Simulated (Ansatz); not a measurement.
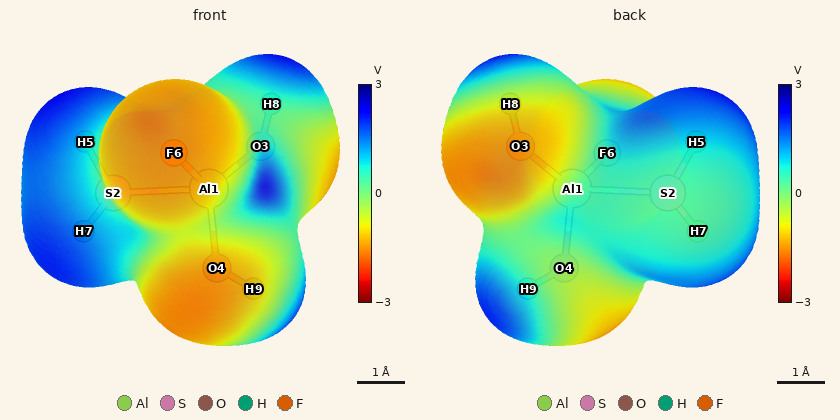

*AlFH₄O₂S. The molecular electrostatic potential painted on the density surface at 0.002 e/bohr³, seen from the front and from behind; the colour scale runs from red (negative) to blue (positive).*

The product side of a reaction path; geometry: PBE0-D4/def2-TZVP.

Theory: RKS PBE0-D4/def2-TZVPP (Ansatz).

Input

```
crystal:
  periodic: [false, false, false]
  atoms:
    - {symbol: Al, position_ang: [-0.525261, -0.354753, 0.106306]}
    - {symbol: S, position_ang: [1.545668, 1.020212, -0.187714]}
    - {symbol: O, position_ang: [-0.207964, -1.742449, -0.827000]}
    - {symbol: O, position_ang: [-1.566368, 0.844730, -0.509123]}
    - {symbol: H, position_ang: [2.213593, 0.552611, 0.881580]}
    - {symbol: F, position_ang: [-0.407521, -0.481246, 1.760939]}
    - {symbol: H, position_ang: [1.024536, 2.049111, 0.502968]}
    - {symbol: H, position_ang: [0.006384, -2.583669, -0.429352]}
    - {symbol: H, position_ang: [-2.082969, 0.695451, -1.298504]}
basis:
  gaussian: {orbitals: def2-TZVPP}
hamiltonian: {xc: pbe0, dispersion: d4}
output: {orbitals: {seedname: orbitals}}
```

Launched as:

```sh
ansatz run in.yaml --threads 4 --pin off --events-out ev --progress --plain --max-ram 9574MiB
```

Question: Which sites attract a positive test charge, and which a negative one?

Answer: A positive charge is drawn to the negative regions and a negative charge to the positive ones. The most negative region (about −1.7 V) lies over O3, O4 and F6, the most positive (about +2.2 V) over Al1, H5, H7 and H8.
